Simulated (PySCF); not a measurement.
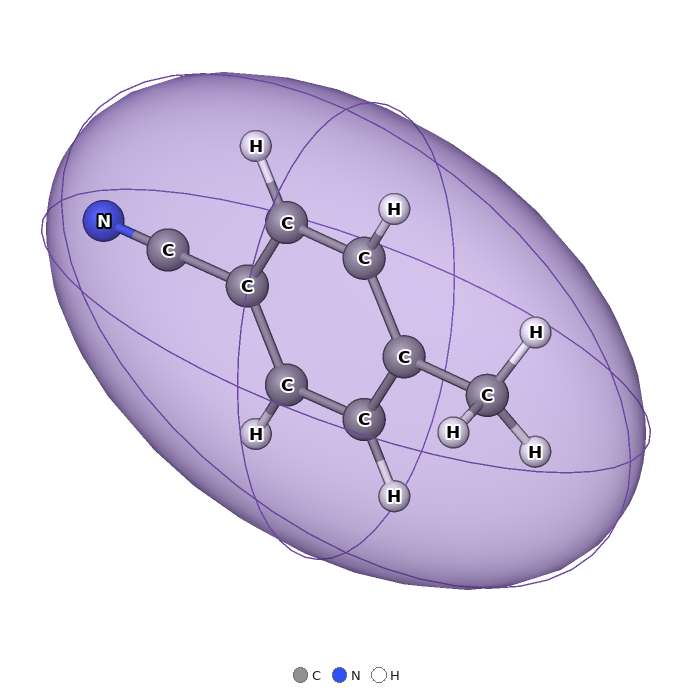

The ellipsoid shows the static dipole polarisability: its half-axes are proportional to the principal values. The geometry was computed by an optimisation with GFN2-xTB. No frequency run is at hand to confirm it as a minimum. Level of theory: CAM-B3LYP/def2-SVPD (PySCF 2.14.0).

How large and how anisotropic is the polarisability?

Answer. Principal values 56.9, 91.5, 141.6 bohr³; mean 96.7 bohr³ (14.32 Å³); anisotropy 73.7 bohr³, so the longest axis is 2.49 times the shortest.
